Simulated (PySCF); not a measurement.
```yaml
atoms:
  - { symbol: C, position_ang: [-0.9954, 2.3233, -0.0357] }
  - { symbol: C, position_ang: [-0.5789, 1.2864, -1.0765] }
  - { symbol: N, position_ang: [-0.2763, -0.0068, -0.4991] }
  - { symbol: N, position_ang: [-1.4644, -0.7251, -0.2261] }
  - { symbol: C, position_ang: [-1.6279, -1.0824, 1.1648] }
  - { symbol: C, position_ang: [-1.6054, -1.8742, -1.0981] }
  - { symbol: Si, position_ang: [1.2977, -0.4815, 0.0402] }
  - { symbol: C, position_ang: [1.6901, -0.1526, 1.8828] }
  - { symbol: C, position_ang: [2.5869, 0.4583, -0.9865] }
  - { symbol: H, position_ang: [-1.2262, 3.2699, -0.5185] }
  - { symbol: H, position_ang: [-0.1909, 2.4798, 0.6789] }
  - { symbol: H, position_ang: [-1.8770, 1.9787, 0.4982] }
  - { symbol: H, position_ang: [-1.3936, 1.1489, -1.7946] }
  - { symbol: H, position_ang: [0.3020, 1.6361, -1.6152] }
  - { symbol: H, position_ang: [-1.4415, -0.2058, 1.7804] }
  - { symbol: H, position_ang: [-0.9533, -1.8898, 1.4830] }
  - { symbol: H, position_ang: [-2.6579, -1.4074, 1.3147] }
  - { symbol: H, position_ang: [-1.4481, -1.5507, -2.1249] }
  - { symbol: H, position_ang: [-0.8935, -2.6772, -0.8663] }
  - { symbol: H, position_ang: [-2.6188, -2.2613, -0.9984] }
  - { symbol: H, position_ang: [1.4231, -1.9294, -0.2112] }
  - { symbol: H, position_ang: [1.0718, -0.7464, 2.5495] }
  - { symbol: H, position_ang: [2.7259, -0.3963, 2.1016] }
  - { symbol: H, position_ang: [1.5419, 0.8916, 2.1475] }
  - { symbol: H, position_ang: [2.4098, 0.3569, -2.0518] }
  - { symbol: H, position_ang: [3.5773, 0.0667, -0.7798] }
  - { symbol: H, position_ang: [2.6025, 1.5167, -0.7468] }
```

Geometry: GFN2-xTB.

Level of theory: PySCF, PBE0/pcSseg-1, SCF density, gas phase, non-relativistic.

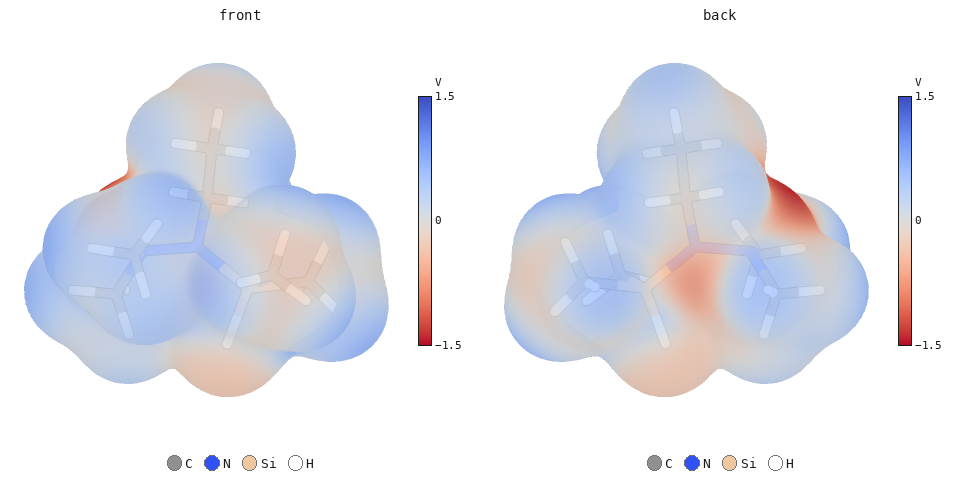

C$_{6}$H$_{18}$N$_{2}$Si. The molecular electrostatic potential painted on the density surface at 0.002 e/bohr³, seen from the front and from behind; the colour scale runs from red (negative) to blue (positive).

Q: Which sites attract a positive test charge, and which a negative one?

A: A positive charge is drawn to the negative regions and a negative charge to the positive ones. The most negative region (about −1.3 V, or −30 kcal/mol for a unit charge) lies over N4, the most positive (about +0.7 V, or +16 kcal/mol for a unit charge) over the C, H and Si atoms. N4 is the likeliest acceptor of a hydrogen bond.
